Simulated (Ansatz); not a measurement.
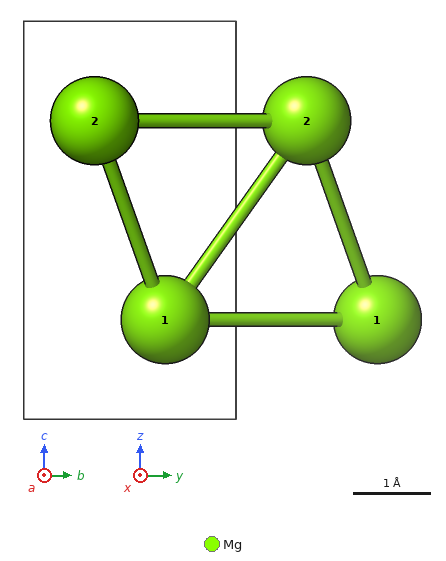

Crystalline Mg (P6_3/mmc): the ratio of the cell's length along z to its lengths across, counted as 1 for the reference, is changed at fixed volume (a c/a path), with the atoms kept at their fractional coordinates. x, y and z are the Cartesian axes of the input. The picture shows the reference cell. A ball-and-stick model of the cell of the calculation, repeated 2 × 2 × 1 with one cell outlined, seen along the a axis.

Level of theory: Ansatz 0.2.0, DFT PBEsol, scalar-relativistic, plane waves, PAW. Set-up: plane-wave cutoff 420 eV; k-point mesh 18 × 18 × 10; occupations gaussian; smearing width 0.15 eV; no spin polarisation. Energies (free energies at the smearing named) are counted from the cell as listed in its source, which wasn't relaxed.

```
Mg
1.0
     3.20927    0.00000    0.00000
    -1.60464    2.77931    0.00000
     0.00000    0.00000    5.21033
Mg
2
Cartesian
  0.0000 1.8529 1.3026
  1.6046 0.9264 3.9077
```

> What energies does the calculation give (the relative ratio: 0.80, 0.85, 0.92, 0.96, 1.00, 1.05, 1.10, 1.20, 1.30)?

```csv
axial ratio over its reference value,E − E(ref) (meV/atom)
0.80,101.2
0.85,56.0
0.92,13.9
0.96,2.6
1.00,0.0
1.05,5.7
1.10,20.6
1.20,69.2
1.30,151.0
```

Of the computed points the lowest is at the relative ratio 1.00, 0.0 meV/atom. The end points stand at 101.2 meV/atom (0.80) and 151.0 meV/atom (1.30). The unrelaxed reference is under a pressure of −1.1 GPa. The distortion keeps the space group P6_3/mmc. At the relative ratio 1.30 the cell of the drawing goes a 3.209 → 2.941 Å, b 3.209 → 2.941 Å, c 5.210 → 6.206 Å.

The computed profile:

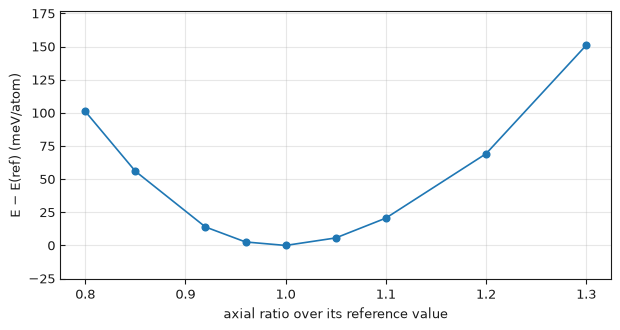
